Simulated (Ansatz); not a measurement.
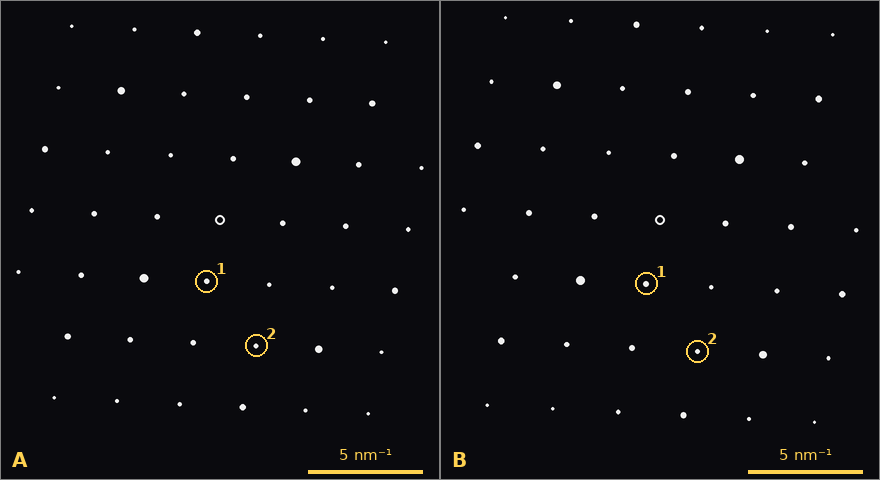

Kinematic electron diffraction patterns (120 kV, B = 0.5 Å², same scale) along [001] of the run's own cell, for the start and the end of one relaxation of AgB2Ru2 with DFT, PAW plane waves, pbe in Ansatz 0.2.0. k mesh 7×7×7. The start is a generated model structure, and the relaxation ends in the nearest stationary point of its symmetry, not necessarily the ground state. Spot 1 is 0 -1 0 and spot 2 is 1 -2 0 in both.

Start structure:

```
Ag Ru B
1.0
     0.00000    3.77022    0.00000
     3.77022    0.00000    0.00000
     1.88511    1.88511   -4.29454
Ag Ru B
1 2 2
Direct
  0.00000 0.00000 0.00000
  0.75000 0.25000 0.50000
  0.25000 0.75000 0.50000
  0.27800 0.27800 0.44400
  0.72200 0.72200 0.55600
```

Q: Which pattern belongs to the start structure, and which to the relaxed one?

A: B is the start: its cell gives d(1) = 3.452 Å, d(2) = 1.655 Å and an angle of 28.2°. A is the relaxed structure, with d(1) = 3.597 Å (+4.2 %), d(2) = 1.726 Å (+4.3 %) and 28.2°.

Q: Name reflections whose intensity changes strongly on relaxation.

A: 0 1 0 goes from 21 to 12 % of the strongest spot.

Q: Summarise the relaxation behind the change.

A: The volume changed by +12.7 % to 13.76 Å³ an atom; with the mean shift removed, the atoms moved by up to 0.43 Å relative to the cell (B most); the space group stayed I4/mmm (No. 139); the free energy fell by 620 meV an atom. Relaxed cell: a = 3.933 Å, b = 3.933 Å, c = 5.245 Å, α = 67.98°, β = 67.98°, γ = 90.00°.
